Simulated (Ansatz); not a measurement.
**AlH2F (SMILES [H][Al]([H])[F]): levels of theory compared**

We compute a comparison of 6 runs (UHF/STO-3G, HSE06/STO-3G, revPBE/STO-3G, wB97M-V/STO-3G, CCSD/STO-3G, CCSD(T)/STO-3G) of AlH2F. 

Program for the calculation: Ansatz 0.2.0.

52 further runs of the same task are left out: 52 set aside as unsound or not needed.

### 1 The system as given

AlH2F has 4 atoms, charge 0, and is taken as a singlet. As SMILES, `[H][Al]([H])[F]`. The H2–Al1 distance was set to 2.292 Å, away from the relaxed value. At this shape a bond of the SMILES string is far longer than usual.

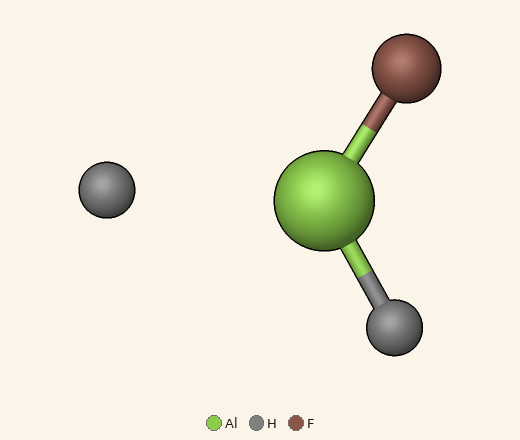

Viewed from a chosen angle; aluminium green, hydrogen grey, fluorine brown.

### 2 The energy at UHF/STO-3G (run 1)

molecule.yaml reads:

```yaml
basis:
  gaussian:
    orbitals: STO-3G
crystal:
  periodic: [false, false, false]
  atoms:
    - {symbol: Al, position_ang: [-0.744051, 0.057955, -0.005630]}
    - {symbol: H, position_ang: [1.546910, -0.017870, 0.014080]}
    - {symbol: H, position_ang: [-1.502641, 1.384095, -0.025990]}
    - {symbol: F, position_ang: [-1.591171, -1.348355, -0.002170]}
magnetization:
  spin_polarized: true
  initial_magnetization: 0
hamiltonian:
  xc: hf
accuracy: high
```

The run is started by

```bash
ansatz run molecule.yaml --threads 1 --pin off --max-ram 2610MiB --events-out events.jsonl --progress --plain --runs-dir runs
```

What it wrote:

```text
Warning: RAYON_NUM_THREADS=1 ignored (pool sized by the plan → 1); use --threads N
Functional definition: HF
  name "HF"
  exchange = exact_x
  correlation = 0
267 factors; integrals over basis functions are off by at most 5.3e-9 eV
mean field evaluation 1: about -9197.0276 eV, gradient 1.6e1 eV
mean field evaluation 2: about -9197.0340 eV, gradient 1.6e1 eV
mean field evaluation 4: about -9199.8467 eV, gradient 8.9e-1 eV
mean field evaluation 8: about -9199.8552 eV, gradient 9.5e-6 eV
mean field evaluation 16: about -9200.2452 eV, gradient 8.8e-2 eV
mean field -9200.23694080 eV, -338.1024714300 hartree, gradient 3.0e-8 eV, S^2 0.498217; 2 other end points of the search recorded, 0 dependent functions left out
reference -9200.23694080 eV, -338.1024714300 hartree; 12, 12 occupied and 4, 4 virtual orbitals, 267 factors
Total energy: -9200.23694080 eV, -338.1024714300 hartree
```

Run time: 0.12 s. Hardware: 1 thread of Arm Neoverse V1, shared host.

### 3 The energy at HSE06/STO-3G (run 2)

in.yaml reads:

```yaml
crystal:
  periodic: [false, false, false]
  atoms:
    - {symbol: Al, position_ang: [-0.744051, 0.057955, -0.005630]}
    - {symbol: H, position_ang: [1.546910, -0.017870, 0.014080]}
    - {symbol: H, position_ang: [-1.502641, 1.384095, -0.025990]}
    - {symbol: F, position_ang: [-1.591171, -1.348355, -0.002170]}
basis:
  gaussian:
    orbitals: STO-3G
hamiltonian:
  xc: {name: HSE06}
accuracy: high
```

The run is started by

```bash
ansatz run in.yaml --threads 1 --pin off --max-ram 2610MiB --events-out events.jsonl --progress --plain --runs-dir runs
```

What it wrote:

```text
Warning: RAYON_NUM_THREADS=1 ignored (pool sized by the plan → 1); use --threads N
Functional definition: HSE06
  name "HSE06"
  parameter a = 0.25
  parameter omega = 0.11/bohr
  exchange = pbe_x - a*pbe_x_sr(omega) + a*exact_x_sr(omega)
  correlation = pbe_c
267 factors; integrals over basis functions are off by at most 5.3e-9 eV
51 factors; integrals over basis functions are off by at most 2.2e-9 eV
mean field evaluation 1: about -9215.3735 eV, gradient 2.7e1 eV
mean field evaluation 2: about -9208.2773 eV, gradient 5.0e1 eV
mean field evaluation 4: about -9218.9575 eV, gradient 3.1e0 eV
mean field evaluation 8: about -9218.9688 eV, gradient 2.7e-2 eV
mean field evaluation 16: about -9218.9688 eV, gradient 3.9e-8 eV
mean field -9218.96882450 eV, -338.7908554589 hartree, gradient 3.9e-8 eV, S^2 0.000000; 0 other end points of the search recorded, 0 dependent functions left out
reference -9218.96882611 eV, -338.7908555180 hartree; 12, 12 occupied and 4, 4 virtual orbitals, 267 factors
Total energy: -9218.96882611 eV, -338.7908555180 hartree
```

Wall time 0.99 s (1 thread of Arm Neoverse V1, shared host).

Runs 3 to 4 aren't shown in full; the table further down has their settings and results.

### 4 A single-point energy at CCSD/STO-3G (run 5)

input.yaml reads:

```yaml
basis:
  gaussian:
    orbitals: STO-3G
crystal:
  periodic: [false, false, false]
  atoms:
    - symbol: Al
      position_ang: [-0.744051, 0.057955, -0.005630]
    - symbol: H
      position_ang: [1.546910, -0.017870, 0.014080]
    - symbol: H
      position_ang: [-1.502641, 1.384095, -0.025990]
    - symbol: F
      position_ang: [-1.591171, -1.348355, -0.002170]
correlation:
  method: ccsd
  frozen_orbitals: {Al: 5, F: 1, H: 0}
accuracy: high
scf:
  omitted_lower_state_checks: [cluster_reference, increment]
```

The run is started by

```bash
ansatz run input.yaml --threads 1 --pin off --max-ram 2610MiB --events-out events.jsonl --progress --plain --runs-dir runs
```

What it wrote:

```text
Warning: RAYON_NUM_THREADS=1 ignored (pool sized by the plan → 1); use --threads N
[... 11 lines left out ...]
6 core orbitals not correlated: weight in the atoms' cores, before any rotation towards them, 1.000 or more for the frozen orbitals, at most 0.000 for the correlated occupied ones
[... 25 lines left out ...]
Total energy: -9202.52010446 eV, -338.1863761467 hartree
Checks for a lower state left out: cluster_reference, increment
```

It took 0.12 s on 1 thread of Arm Neoverse V1, shared host.

### 5 The energy at CCSD(T)/STO-3G (run 6)

job.yaml reads:

```yaml
crystal:
  periodic: [false, false, false]
  atoms:
    - {symbol: Al, position_ang: [-0.744051, 0.057955, -0.005630]}
    - {symbol: H, position_ang: [1.546910, -0.017870, 0.014080]}
    - {symbol: H, position_ang: [-1.502641, 1.384095, -0.025990]}
    - {symbol: F, position_ang: [-1.591171, -1.348355, -0.002170]}
basis:
  gaussian:
    orbitals: STO-3G
correlation:
  method: ccsd_t
  frozen_orbitals: {Al: 5, F: 1, H: 0}
accuracy: high
scf:
  omitted_lower_state_checks: [cluster_reference, increment]
```

The run is started by

```bash
ansatz run job.yaml --threads 1 --pin off --max-ram 2610MiB --events-out events.jsonl --progress --plain --runs-dir runs
```

What it wrote:

```text
Warning: RAYON_NUM_THREADS=1 ignored (pool sized by the plan → 1); use --threads N
[... 11 lines left out ...]
6 core orbitals not correlated: weight in the atoms' cores, before any rotation towards them, 1.000 or more for the frozen orbitals, at most 0.000 for the correlated occupied ones
[... 26 lines left out ...]
Total energy: -9202.64926062 eV, -338.1911225479 hartree
Checks for a lower state left out: cluster_reference, increment
```

Wall time 0.12 s (1 thread of Arm Neoverse V1, shared host).

### 6 The series

| run | level | frozen core orbitals | energy (Eh) | wall time |
| --- | --- | --- | --- | --- |
| 1 | UHF/STO-3G | – | -338.102471 | 0.12 s |
| 2 | HSE06/STO-3G | – | -338.790856 | 0.99 s |
| 3 | revPBE/STO-3G | – | -338.927642 | 0.76 s |
| 4 | wB97M-V/STO-3G | – | -339.013233 | 13 s |
| 5 | CCSD/STO-3G | 6 | -338.186376 | 0.12 s |
| 6 | CCSD(T)/STO-3G | 6 | -338.191123 | 0.12 s |

### 7 Summary of results

```
                                          quantity          value
                               run 6: total energy  -338.19112 Eh
run 6: correlation energy (6 core orbitals frozen)     -102.7 mEh
                             run 6: (T) correction      -4.75 mEh
                              run 6: T1 diagnostic          0.023
```

Below the UHF energy at the same shape and in the same basis (STO-3G): CCSD -83.9 mEh; CCSD(T) -88.7 mEh. Some of these start from another determinant than that one, so these aren't their correlation energies. Totals of different functionals can't be ranked against each other. In runs 5, 6 the log says that unrestricted orbitals would lower the reference, so the values rest on an unstable closed-shell determinant (other closed-shell runs at this shape may share the fault). In runs 1, 2, 3, 4, 5, 6 the basis is minimal, so the values are rough. Spin contamination of the reference: run 1 ⟨S²⟩ = 0.50. All runs together took 15 s, the longest 13 s.
